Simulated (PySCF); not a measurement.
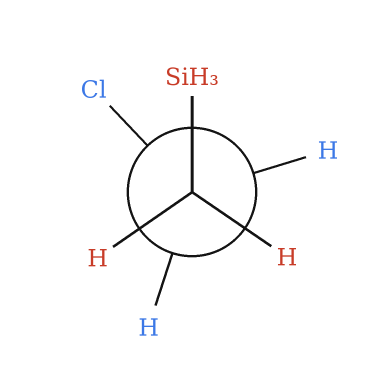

A Newman projection along the Si–Si bond, silicon in front; angles are drawn as computed, but eclipsed bonds slightly apart. Computed geometry: GFN2-xTB optimisation. No frequency run is at hand to confirm it as a minimum.

**Which molecule is it?**

ClH7Si3, [SiH3][SiH2][SiH2]Cl

**What is the torsion angle from the front SiH3 to the back Cl? The sign is positive where the front bond must turn clockwise to cover the back bond.**

−44°, synclinal (gauche).
